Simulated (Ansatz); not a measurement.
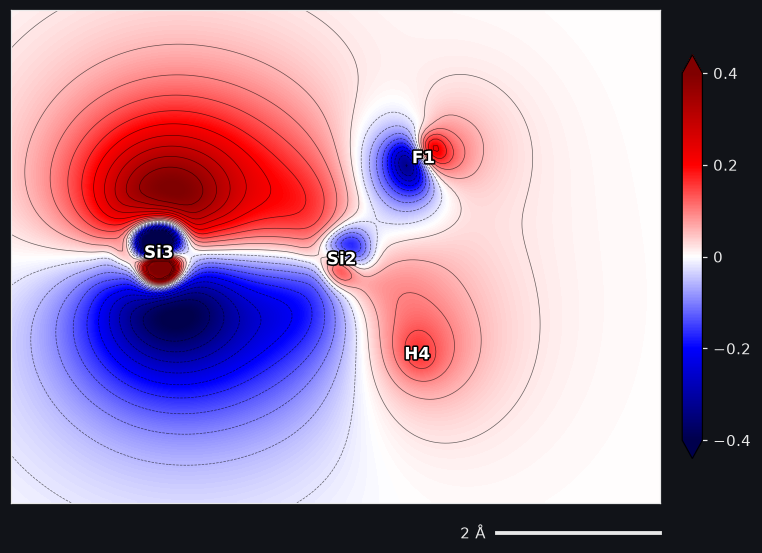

Figure 1: FHSi$_{2}$ (triplet). One frontier orbital on the molecular plane (values in Å⁻³ᐟ²; the overall sign is arbitrary).

Geometry: PBE0-D4/def2-TZVP.

Method: Ansatz 0.2.0, isolated molecule in a Gaussian basis; Kohn-Sham density functional theory, functional PBE0.

```yaml
atoms:
  - { symbol: F, position_ang: [0.0081, 0.3295, 0.1623] }
  - { symbol: Si, position_ang: [0.2671, 1.6760, -0.6625] }
  - { symbol: Si, position_ang: [-0.7266, 3.6707, -0.3478] }
  - { symbol: H, position_ang: [1.3037, 1.2554, -1.6518] }
```

Q: Which orbital is it: HOMO (α) or LUMO (α)?

A: The HOMO (α), at −5.99 eV. It lies mainly on Si3 (about 75 %) and Si2 (about 20 %); it is symmetric in the molecular plane (an in-plane orbital: σ, lone-pair or in-plane π type).
